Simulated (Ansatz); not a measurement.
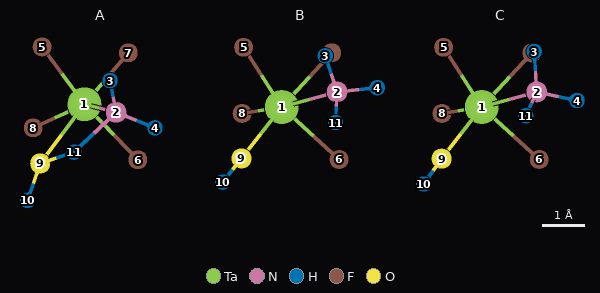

3 geometries from a converged minimum-energy path of TaNH$_{4}$OF$_{4}$, shuffled. A ball-and-stick model, seen from a free direction.

The calculation used Ansatz 0.2.0, RKS PBE0/def2-SVP. Settings: 9 movable images; climbing image; force threshold 0.05 eV/Å; iteration limit 60; starting path through a guess of the saddle point.

### One of them is the converged climbing image. Which?

A. In order along the path, whose images run from 0 to 10: A (image 3, +0.35 eV), C (image 7, −0.89 eV), B (image 8, −0.90 eV). A hydrogen atom shifts from one atom to another. Breaking: O9–H11 (0.96 → 1.13 at the top → 3.13 Å). Forming: N2–H11 (2.95 → 1.40 at the top → 1.02 Å).

Cost: 14 min on 4 threads of Arm Neoverse V1 (shared host), peak memory 0.42 GiB.
